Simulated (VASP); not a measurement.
Band structure of Ba (bcc). Method: rev-vdW-DF2, VASP's PBE PAW potentials (set 64) (plane waves; VASP 6.6.1).

Unless said otherwise, spin-orbit coupling is left out, though it shifts the bands of the heavy elements here.

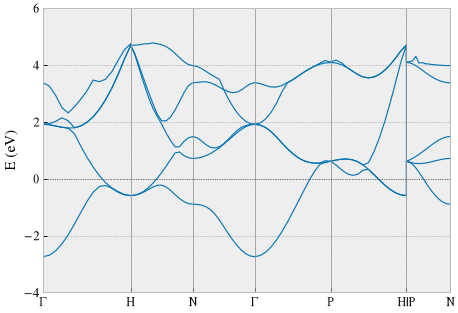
*Bands along high-symmetry lines, zero at the valence-band maximum or, without a gap, the Fermi level*

Task: Read the plot: is there a gap, and where are the band edges?

Result: It has no gap at this level: it comes out as a metal or semimetal. (Edges off the drawn lines would not show.)

The compound is Ba in the bcc structure. It was relaxed first, which changed the volume by -6 %.
